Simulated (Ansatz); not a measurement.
# H6N2OSi (built from SMILES N[SiH](N)O; bonds differ from it in a structure shown): search for a transition state

Is there a first-order saddle for this 1,2-elimination, which should form H2–H4 and break Si1–H2, O3–H4, and which two structures does it connect?

Program: Ansatz 0.2.0, Gaussian basis. Level of theory: PBE0-D4, def2-SVP first, then def2-TZVP. These are calculated values, not measurements.

114 further runs of the same task are left out: 114 set aside as unsound or not needed. Runs told in other sessions of the task aren't counted.

**1. Where the work starts**

The guess: 10 atoms, charge 0, spin multiplicity 1.

Atoms are counted from 1 here; the program's logs count them from 0.

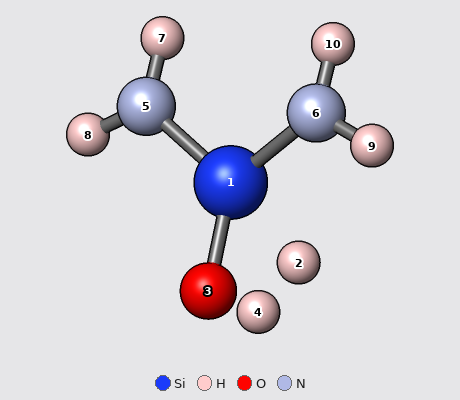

The starting geometry (silicon blue, hydrogen pink, oxygen red, nitrogen light blue); atoms are numbered from 1 in the order of the file.

Geometry (Å):

```xyz
10
H6N2OSi
Si   -0.14230    0.25920   -0.21830
H     0.65100   -1.06240   -1.59360
O    -0.47840    0.91410   -1.58880
H     0.12820   -0.12120   -2.08770
N     1.09840    0.81380    0.79960
N    -1.29260   -0.55260    0.73020
H     1.36100    0.34490    1.64760
H     1.85220    1.35730    0.41890
H    -2.11250   -0.94100    0.29860
H    -1.06500   -1.01220    1.59350
```

Distances that are to change: H2–H4 1.18 Å, Si1–H2 2.07 Å, O3–H4 1.30 Å.

**2. Relaxing the guess with the reacting distances held**

Contents of hold/in.yaml:

```yaml
crystal:
  periodic: [false, false, false]
  atoms:
    - {symbol: Si, position_ang: [-0.142300, 0.259200, -0.218300]}
    - {symbol: H, position_ang: [0.651000, -1.062400, -1.593600]}
    - {symbol: O, position_ang: [-0.478400, 0.914100, -1.588800]}
    - {symbol: H, position_ang: [0.128200, -0.121200, -2.087700]}
    - {symbol: N, position_ang: [1.098400, 0.813800, 0.799600]}
    - {symbol: N, position_ang: [-1.292600, -0.552600, 0.730200]}
    - {symbol: H, position_ang: [1.361000, 0.344900, 1.647600]}
    - {symbol: H, position_ang: [1.852200, 1.357300, 0.418900]}
    - {symbol: H, position_ang: [-2.112500, -0.941000, 0.298600]}
    - {symbol: H, position_ang: [-1.065000, -1.012200, 1.593500]}
basis:
  gaussian: {orbitals: def2-SVP}
hamiltonian: {xc: pbe0, dispersion: d4}
relax: {f_tol: 0.04, max_steps: 150, escape_saddle: false, constraints: [{distance: [1, 3]}, {distance: [0, 1]}, {distance: [2, 3]}]}
```

On the command line:

```bash
$ ansatz run in.yaml --threads 4 --pin off --events-out ev --progress --plain --max-ram 9574MiB
```

The program printed, shortened:

```text
Functional definition: PBE0
  name "PBE0"
  cite "Adamo & Barone, J. Chem. Phys. 110, 6158 (1999) doi:10.1063/1.478522"
  cite "Perdew, Burke & Ernzerhof, Phys. Rev. Lett. 77, 3865 (1996) doi:10.1103/PhysRevLett.77.3865"
  parent pbe
[...]
962 factors; integrals over basis functions are off by at most 2.6e-4 eV
[...]
mean field -12987.11346525 eV, -477.2676168663 hartree, gradient 2.5e-5 eV, S^2 0.000000; 0 other end points of the search recorded, 0 dependent functions left out
[...]
reference -12987.11348992 eV, -477.2676177727 hartree; 21, 21 occupied and 69, 69 virtual orbitals, 962 factors
relax step   1: F+E_penalty+E_count = -12987.28615745 eV  Δ(F+E_penalty+E_count) = +0.000e0 eV  max|allowed force component| = 1.770e0 eV/Å  Δτ_max = 0.0000 Å  (25 SCF iters, accepted)
[...]
relax step   5: F+E_penalty+E_count = -12987.44415046 eV  Δ(F+E_penalty+E_count) = -2.772e-3 eV  max|allowed force component| = 7.487e-2 eV/Å  Δτ_max = 0.0231 Å  (25 SCF iters, accepted)
[...]
relax step   6: F+E_penalty+E_count = -12987.44478633 eV  Δ(F+E_penalty+E_count) = -6.359e-4 eV  max|allowed force component| = 1.565e-2 eV/Å  Δτ_max = 0.0129 Å  (25 SCF iters, accepted)
  distance H 1 - H 3 held at 1.184615 Å   reaction = +4.2873e-1 eV/Å
  distance Si 0 - H 1 held at 2.065769 Å   reaction = +1.1314e0 eV/Å
  distance O 2 - H 3 held at 1.299504 Å   reaction = +1.2165e0 eV/Å
962 factors; integrals over basis functions are off by at most 2.7e-4 eV
mean field -12987.27511453 eV, -477.2735573678 hartree, gradient 5.7e-5 eV, S^2 0.000000; 1 other end points of the search recorded, 0 dependent functions left out
[...]
reference -12987.27513934 eV, -477.2735582796 hartree; 21, 21 occupied and 69, 69 virtual orbitals, 962 factors
Total energy: -12987.44481114 eV, -477.2797936032 hartree
Atom 0 at    -0.126305     0.230921    -0.217708 Å, force     0.436172    -0.723347    -0.747342 eV/Å
Atom 1 at     0.660399    -1.077563    -1.609242 Å, force    -0.630861     1.074413     0.635292 eV/Å
Atom 2 at    -0.513935     0.976985    -1.576099 Å, force     0.582585    -1.002897    -0.364170 eV/Å
Atom 3 at     0.108968    -0.093228    -1.970239 Å, force    -0.384069     0.646007     0.500522 eV/Å
Atom 4 at     1.133757     0.775215     0.762166 Å, force    -0.013319    -0.001162    -0.013909 eV/Å
Atom 5 at    -1.272757    -0.604847     0.693860 Å, force     0.007463     0.012308    -0.015655 eV/Å
Atom 6 at     1.349209     0.421278     1.685070 Å, force     0.000910    -0.001440     0.001840 eV/Å
Atom 7 at     1.884796     1.324423     0.362757 Å, force     0.004825     0.002018     0.000079 eV/Å
Atom 8 at    -2.104174    -0.973207     0.248660 Å, force    -0.005388    -0.002863     0.000242 eV/Å
Atom 9 at    -1.119959    -0.980078     1.620776 Å, force     0.001683    -0.003036     0.003101 eV/Å
Dipole moment:     0.129994    -0.269818     0.877307 e Å
```

Wall time 6.5 s (4 threads of Arm Neoverse V1, shared host).

Along the way:

```csv
step,energy from step 1 (eV),largest force component (eV/Å)
1,0.0000,1.7698
2,-0.1363,1.0063
3,-0.1541,0.2464
4,-0.1552,0.3234
5,-0.1580,0.0749
6,-0.1586,0.0157
```

Distances of close pairs at the start and the end, largest changes first:

```csv
bond,before (Å),after (Å),change (Å)
Si1–O3,1.556,1.598,+0.042
Si1–N5,1.698,1.686,-0.011
Si1–N6,1.698,1.686,-0.011
N5–H8,1.004,1.013,+0.008
N6–H9,1.005,1.012,+0.008
N5–H7,1.004,1.012,+0.008
N6–H10,1.004,1.012,+0.007
```

**3. A starting Hessian**

Contents of hessian/in.yaml:

```yaml
crystal:
  periodic: [false, false, false]
  atoms:
    - {symbol: Si, position_ang: [-0.126305, 0.230921, -0.217708]}
    - {symbol: H, position_ang: [0.660399, -1.077563, -1.609242]}
    - {symbol: O, position_ang: [-0.513935, 0.976985, -1.576099]}
    - {symbol: H, position_ang: [0.108968, -0.093228, -1.970239]}
    - {symbol: N, position_ang: [1.133757, 0.775215, 0.762166]}
    - {symbol: N, position_ang: [-1.272757, -0.604847, 0.693860]}
    - {symbol: H, position_ang: [1.349209, 0.421278, 1.685070]}
    - {symbol: H, position_ang: [1.884796, 1.324423, 0.362757]}
    - {symbol: H, position_ang: [-2.104174, -0.973207, 0.248660]}
    - {symbol: H, position_ang: [-1.119959, -0.980078, 1.620776]}
basis:
  gaussian: {orbitals: def2-SVP}
hamiltonian: {xc: pbe0, dispersion: d4}
phonons: {}
scf: {lower_state_search: off}
```

On the command line:

```bash
$ ansatz run in.yaml --threads 4 --pin off --events-out ev --progress --plain --max-ram 9574MiB
```

The program printed, shortened:

```text
[... 5 set-up lines as earlier in the session ...]
[...]
959 factors; integrals over basis functions are off by at most 2.9e-4 eV
[...]
mean field -12987.27511350 eV, -477.2735573300 hartree, gradient 4.8e-6 eV, S^2 0.000000; 0 other end points of the search recorded, 0 dependent functions left out
[...]
reference -12987.27513834 eV, -477.2735582428 hartree; 21, 21 occupied and 69, 69 virtual orbitals, 959 factors
[... from here to the last solve, the lines of the solves are left out (59 solves) ...]
959 factors; integrals over basis functions are off by at most 2.9e-4 eV
mean field -12987.27496725 eV, -477.2735519553 hartree, gradient 2.0e-6 eV, S^2 0.000000; 0 other end points of the search recorded, 0 dependent functions left out
[...]
WARN: phonons: modes at or below zero, which the zero-point energy, F, S and C_V leave out: 1, the lowest at -1687.09 cm⁻¹. A minimum has none, and a first-order saddle one
[...]
Atom 3 at     0.108968    -0.093228    -1.970239 Å, force    -0.384060     0.645989     0.500471 eV/Å
Atom 4 at     1.133757     0.775215     0.762166 Å, force    -0.013323    -0.001126    -0.013952 eV/Å
Atom 5 at    -1.272757    -0.604847     0.693860 Å, force     0.007457     0.012333    -0.015666 eV/Å
Atom 6 at     1.349209     0.421278     1.685070 Å, force     0.000930    -0.001449     0.001885 eV/Å
Atom 7 at     1.884796     1.324423     0.362757 Å, force     0.004804     0.002003     0.000094 eV/Å
Atom 8 at    -2.104174    -0.973207     0.248660 Å, force    -0.005379    -0.002861     0.000250 eV/Å
Atom 9 at    -1.119959    -0.980078     1.620776 Å, force     0.001687    -0.003042     0.003107 eV/Å
Dipole moment:     0.129995    -0.269818     0.877307 e Å
Vibrations: -1687.09 162.71 260.25 278.26 332.21 348.32 391.04 458.80 565.51 605.99 725.90 797.82 832.06 986.68 1147.27 1247.72 1283.55 1523.65 1540.57 1800.60 3633.02 3636.75 3741.81 3742.59 cm⁻¹, zero-point energy 1.862433 eV
Checks for a lower state left out: stability, starts, cluster_reference, orbital_swaps, neighbouring_geometries, increment
```

It took 37 s on 4 threads of Arm Neoverse V1, shared host.

The structure is not stationary yet, so these wavenumbers are no spectrum; the search needs only the force constants.

**4. Saddle search in the small basis**

A small driver takes partitioned rational-function steps: uphill along one mode, downhill along the rest. It calls the program once a step for energy and forces and updates the Hessian by Bofill's formula. It stops when the largest force is under 0.04 eV/Å and the followed curvature is negative. The first step's input:

Contents of presaddle/in.yaml:

```yaml
crystal:
  periodic: [false, false, false]
  atoms:
    - {symbol: Si, position_ang: [-0.126305, 0.230921, -0.217708]}
    - {symbol: H, position_ang: [0.660399, -1.077563, -1.609242]}
    - {symbol: O, position_ang: [-0.513935, 0.976985, -1.576099]}
    - {symbol: H, position_ang: [0.108968, -0.093228, -1.970239]}
    - {symbol: N, position_ang: [1.133757, 0.775215, 0.762166]}
    - {symbol: N, position_ang: [-1.272757, -0.604847, 0.693860]}
    - {symbol: H, position_ang: [1.349209, 0.421278, 1.685070]}
    - {symbol: H, position_ang: [1.884796, 1.324423, 0.362757]}
    - {symbol: H, position_ang: [-2.104174, -0.973207, 0.248660]}
    - {symbol: H, position_ang: [-1.119959, -0.980078, 1.620776]}
basis:
  gaussian: {orbitals: def2-SVP}
hamiltonian: {xc: pbe0, dispersion: d4}
output: {forces: true}
scf: {lower_state_search: off}
```

On the command line:

```bash
$ ansatz run in.yaml --threads 4 --pin off --events-out ev --progress --plain --max-ram 9574MiB
```

Step by step:

```csv
step,energy (eV),largest force (eV/Å),followed curvature (eV/Å²)
1,-12987.44481,1.0744,-17.73
2,-12987.57973,0.5081,-17.64
3,-12987.57071,0.3139,-15.86
4,-12987.55200,0.4148,-15.91
5,-12987.57023,0.1673,-15.96
6,-12987.57442,0.0644,-15.91
7,-12987.57467,0.0448,-15.96
8,-12987.57470,0.0270,-15.97
```

The 8 steps took 5.6 s in all (4 threads of Arm Neoverse V1, shared host).

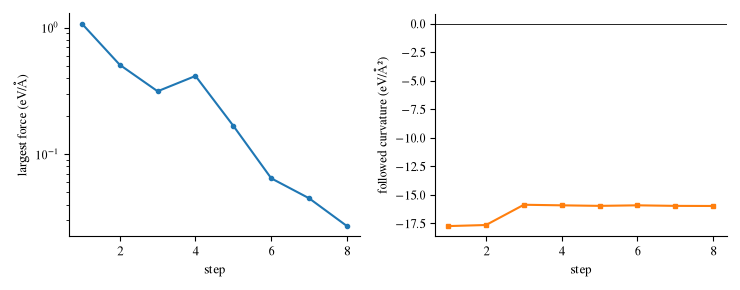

Largest force and followed curvature during the search.

**5. Saddle search in triple zeta**

A small driver takes partitioned rational-function steps: uphill along one mode, downhill along the rest. It calls the program once a step for energy and forces and updates the Hessian by Bofill's formula. It stops when the largest force is under 0.01 eV/Å and the followed curvature is negative. The first step's input:

Contents of saddle/in.yaml:

```yaml
crystal:
  periodic: [false, false, false]
  atoms:
    - {symbol: Si, position_ang: [-0.143725, 0.262932, -0.255203]}
    - {symbol: H, position_ang: [0.588349, -0.956083, -1.452294]}
    - {symbol: O, position_ang: [-0.530826, 1.005633, -1.591990]}
    - {symbol: H, position_ang: [0.166913, -0.198472, -1.874436]}
    - {symbol: N, position_ang: [1.151460, 0.738355, 0.717341]}
    - {symbol: N, position_ang: [-1.247215, -0.639486, 0.648768]}
    - {symbol: H, position_ang: [1.362819, 0.383666, 1.640442]}
    - {symbol: H, position_ang: [1.867671, 1.353747, 0.351642]}
    - {symbol: H, position_ang: [-2.121457, -0.943354, 0.237465]}
    - {symbol: H, position_ang: [-1.093989, -1.007040, 1.578266]}
basis:
  gaussian: {orbitals: def2-TZVP}
hamiltonian: {xc: pbe0, dispersion: d4}
output: {forces: true}
scf: {lower_state_search: off}
```

On the command line:

```bash
$ ansatz run in.yaml --threads 4 --pin off --events-out ev --progress --plain --max-ram 9574MiB
```

The driver's record:

```csv
step,energy (eV),largest force (eV/Å),followed curvature (eV/Å²)
1,-12997.00482,0.7666,-15.97
2,-12997.02686,0.0691,-15.75
3,-12997.02713,0.0338,-15.58
4,-12997.02713,0.0222,-15.57
5,-12997.02716,0.0053,-15.57
```

The 5 steps took 6.5 s in all (4 threads of Arm Neoverse V1, shared host).

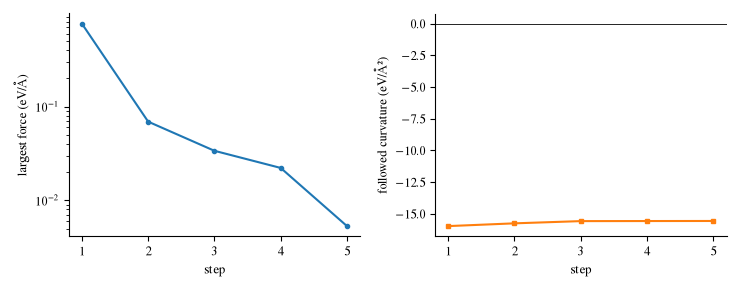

Largest force and followed curvature during the search.

Geometry at the end of the search:

```mol
H6N2OSi
  3D, bonds by distance, orders not assigned

 10  8  0  0  0  0  0  0  0  0999 V2000
   -0.1357    0.2495   -0.2693 Si  0  0
    0.5781   -0.9394   -1.4192 H   0  0
   -0.5325    1.0065   -1.5742 O   0  0
    0.1639   -0.1940   -1.8587 H   0  0
    1.1447    0.7280    0.7046 N   0  0
   -1.2347   -0.6380    0.6370 N   0  0
    1.3385    0.3822    1.6277 H   0  0
    1.8613    1.3380    0.3500 H   0  0
   -2.1047   -0.9442    0.2368 H   0  0
   -1.0789   -0.9886    1.5654 H   0  0
  1  3  8  0
  1  4  8  0
  1  5  8  0
  1  6  8  0
  5  7  8  0
  5  8  8  0
  6  9  8  0
  6 10  8  0
M  END
```

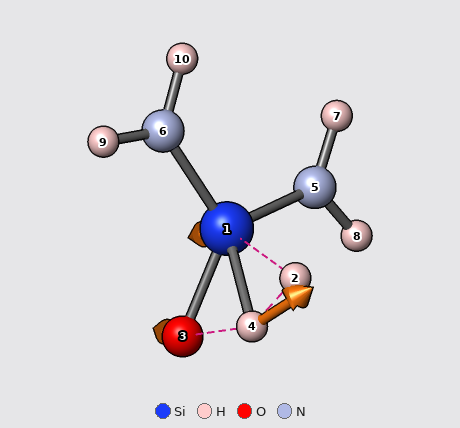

The point found; arrows show the followed mode. Pairs that react are joined by broken lines, hidden where the pair is close enough to be drawn as a bond.

**6. Vibrations at the point found**

Contents of vib/in.yaml:

```yaml
crystal:
  periodic: [false, false, false]
  atoms:
    - {symbol: Si, position_ang: [-0.135717, 0.249451, -0.269313]}
    - {symbol: H, position_ang: [0.578114, -0.939438, -1.419210]}
    - {symbol: O, position_ang: [-0.532454, 1.006511, -1.574190]}
    - {symbol: H, position_ang: [0.163860, -0.194022, -1.858706]}
    - {symbol: N, position_ang: [1.144719, 0.728012, 0.704574]}
    - {symbol: N, position_ang: [-1.234716, -0.638009, 0.636951]}
    - {symbol: H, position_ang: [1.338465, 0.382195, 1.627664]}
    - {symbol: H, position_ang: [1.861302, 1.337951, 0.350028]}
    - {symbol: H, position_ang: [-2.104705, -0.944163, 0.236845]}
    - {symbol: H, position_ang: [-1.078868, -0.988587, 1.565356]}
basis:
  gaussian: {orbitals: def2-TZVP}
hamiltonian: {xc: pbe0, dispersion: d4}
phonons: {temperatures: {t_min: 298.15, t_max: 900, t_step: 200}}
```

On the command line:

```bash
$ ansatz run in.yaml --threads 4 --pin off --events-out ev --progress --plain --max-ram 9574MiB
```

The program printed, shortened:

```text
[... 5 set-up lines as earlier in the session ...]
[...]
993 factors; their error is unknown
[...]
mean field -12996.87620430 eV, -477.6263909089 hartree, gradient 8.3e-6 eV, S^2 0.000000; 0 other end points of the search recorded, 0 dependent functions left out
[...]
reference -12996.87623204 eV, -477.6263919284 hartree; 21, 21 occupied and 145, 145 virtual orbitals, 993 factors
[... from here to the last solve, the lines of the solves are left out (59 solves) ...]
993 factors; their error is unknown
mean field -12996.87606120 eV, -477.6263856502 hartree, gradient 2.1e-6 eV, S^2 0.000000; 0 other end points of the search recorded, 0 dependent functions left out
[...]
reference -12996.87608894 eV, -477.6263866694 hartree; 21, 21 occupied and 145, 145 virtual orbitals, 993 factors
[...]
WARN: phonons: modes at or below zero, which the zero-point energy, F, S and C_V leave out: 1, the lowest at -1246.03 cm⁻¹. A minimum has none, and a first-order saddle one
[...]
Atom 2 at    -0.532454     1.006511    -1.574190 Å, force     0.000393     0.000416    -0.000254 eV/Å
Atom 3 at     0.163860    -0.194022    -1.858706 Å, force    -0.000049    -0.000937    -0.000047 eV/Å
Atom 4 at     1.144719     0.728012     0.704574 Å, force     0.005317     0.004714    -0.002802 eV/Å
Atom 5 at    -1.234716    -0.638009     0.636951 Å, force     0.003336     0.001930    -0.000087 eV/Å
Atom 6 at     1.338465     0.382195     1.627664 Å, force    -0.000701     0.000094     0.000926 eV/Å
Atom 7 at     1.861302     1.337951     0.350028 Å, force    -0.004953    -0.004648     0.002176 eV/Å
Atom 8 at    -2.104705    -0.944163     0.236845 Å, force    -0.003486    -0.001528    -0.000824 eV/Å
Atom 9 at    -1.078868    -0.988587     1.565356 Å, force     0.000165    -0.001153     0.001296 eV/Å
Dipole moment:     0.243586    -0.462922     0.777128 e Å
Vibrations: -1246.03 138.03 266.57 266.67 310.69 315.22 407.79 439.00 458.68 733.70 784.12 811.29 850.18 975.32 1145.10 1202.31 1566.83 1583.95 1880.78 2077.01 3629.80 3633.51 3731.34 3733.26 cm⁻¹, zero-point energy 1.918108 eV
```

Wall time 69 s (4 threads of Arm Neoverse V1, shared host).

The modes, with what each moves most:

```csv
mode,wavenumber (cm⁻¹),character
1,1246i,"changes H2–H4, Si1–H2, O3–H4"
2,138,torsion
3,267,bend with torsion
4,267,bend with torsion
5,311,torsion
6,315,torsion
7,408,torsion
8,439,bend
9,459,torsion
10,734,bend
11,784,"not assigned (largely outside the bonds, angles and torsions drawn)"
12,811,Si–N stretch
13,850,bend
14,975,Si–N stretch
15,1145,"not assigned (largely outside the bonds, angles and torsions drawn)"
16,1202,Si–O stretch
17,1567,bend
18,1584,bend
19,1881,"not assigned (largely outside the bonds, angles and torsions drawn)"
20,2077,"not assigned (largely outside the bonds, angles and torsions drawn)"
21,3630,N–H stretch
22,3634,N–H stretch
23,3731,N–H stretch
24,3733,N–H stretch
```

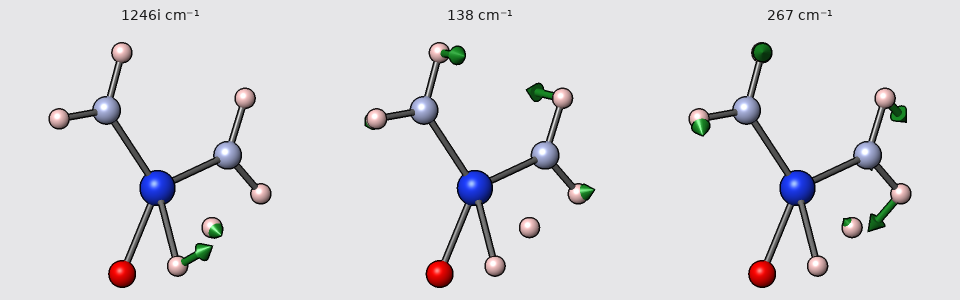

Displacements of 3 modes, as arrows.

Vibrational sums (real modes only):

```csv
T (K),entropy (J/mol/K),heat capacity (J/mol/K)
298,51.8,69.1
498,95.2,100.3
698,132.4,120.3
898,164.5,134.2
```

**7. Relaxing after a step of 0.30 Å one way along the mode**

Contents of downa/in.yaml:

```yaml
crystal:
  periodic: [false, false, false]
  atoms:
    - {symbol: Si, position_ang: [-0.230309, 0.413651, -0.243594]}
    - {symbol: H, position_ang: [0.575974, -0.932850, -1.534635]}
    - {symbol: O, position_ang: [-0.606362, 1.131872, -1.499735]}
    - {symbol: H, position_ang: [0.309365, -0.452106, -1.811576]}
    - {symbol: N, position_ang: [1.152835, 0.703990, 0.691580]}
    - {symbol: N, position_ang: [-1.219899, -0.652166, 0.624822]}
    - {symbol: H, position_ang: [1.335610, 0.371032, 1.622038]}
    - {symbol: H, position_ang: [1.853001, 1.344373, 0.353103]}
    - {symbol: H, position_ang: [-2.102021, -0.937074, 0.238151]}
    - {symbol: H, position_ang: [-1.068196, -0.990821, 1.559844]}
basis:
  gaussian: {orbitals: def2-TZVP}
hamiltonian: {xc: pbe0, dispersion: d4}
relax: {f_tol: 0.005, max_steps: 200}
```

On the command line:

```bash
$ ansatz run in.yaml --threads 4 --pin off --events-out ev --progress --plain --max-ram 9574MiB
```

The program printed, shortened:

```text
[... 5 set-up lines as earlier in the session ...]
[...]
993 factors; their error is unknown
[...]
mean field -12996.62091265 eV, -477.6170091139 hartree, gradient 4.6e-5 eV, S^2 0.000000; 0 other end points of the search recorded, 0 dependent functions left out
[...]
reference -12996.62094161 eV, -477.6170101781 hartree; 21, 21 occupied and 145, 145 virtual orbitals, 993 factors
relax step   1: F+E_penalty+E_count = -12996.78331098 eV  Δ(F+E_penalty+E_count) = +0.000e0 eV  max|allowed force component| = 6.886e0 eV/Å  Δτ_max = 0.0000 Å  (27 SCF iters, accepted)
[...]
Atom 0 at    -0.185471     0.314249     0.182422 Å, force    -0.000072     0.000064    -0.000430 eV/Å
Atom 1 at     0.879104    -1.350731    -3.734647 Å, force    -0.000563     0.001039     0.001841 eV/Å
Atom 2 at    -0.183063     0.383362    -1.332252 Å, force     0.000279    -0.000270    -0.001056 eV/Å
Atom 3 at     0.613898    -0.914870    -3.184485 Å, force     0.000441    -0.000871    -0.001869 eV/Å
Atom 4 at     1.001052     0.951817     1.181307 Å, force    -0.000748    -0.000152     0.003738 eV/Å
Atom 5 at    -1.375836    -0.410195     1.115328 Å, force     0.000275     0.000420     0.003604 eV/Å
Atom 6 at     1.009394     0.911130     2.185028 Å, force     0.000636     0.000231    -0.002255 eV/Å
Atom 7 at     1.797093     1.425026     0.789466 Å, force    -0.000301    -0.000272    -0.000735 eV/Å
Atom 8 at    -2.169276    -0.847808     0.679327 Å, force     0.000408     0.000138    -0.000699 eV/Å
Atom 9 at    -1.386898    -0.462078     2.118503 Å, force    -0.000354    -0.000327    -0.002139 eV/Å
Dipole moment:    -0.025809    -0.015213     1.243217 e Å
```

Wall time 58 s (4 threads of Arm Neoverse V1, shared host).

Relaxation path: (not every step is listed)

```csv
step,energy from step 1 (eV),largest force component (eV/Å)
1,0.0000,6.8862
2,-0.7442,1.2156
3,-0.8518,0.5494
4,-0.9027,0.3243
5,-0.9192,0.0628
6,-0.9213,0.0491
7,-0.9226,0.0801
8,-0.9232,0.0554
9,-0.9237,0.1346
11,-0.9243,0.0213
13,-0.9245,0.0979
15,-0.9252,0.0570
17,-0.9265,0.0722
19,-0.9269,0.0594
21,-0.9288,0.1806
23,-0.9310,0.1499
25,-0.9331,0.0637
27,-0.9341,0.0483
29,-0.9345,0.0384
30,-0.9346,0.0229
31,-0.9347,0.0140
32,-0.9347,0.0572
33,-0.9347,0.0031
34,-0.9347,0.0028
35,-0.9347,0.0037
```

Distances of close pairs at the start and the end, largest changes first:

```csv
bond,before (Å),after (Å),change (Å)
H2–H4,0.616,0.750,+0.135
Si1–O3,1.495,1.516,+0.021
Si1–N5,1.695,1.677,-0.018
Si1–N6,1.694,1.677,-0.017
N5–H8,1.007,1.006,-0.002
N6–H10,1.006,1.005,-0.001
N6–H9,1.004,1.006,+0.001
N5–H7,1.005,1.005,-0.000
```

(Part 1 of 2 ends here.)
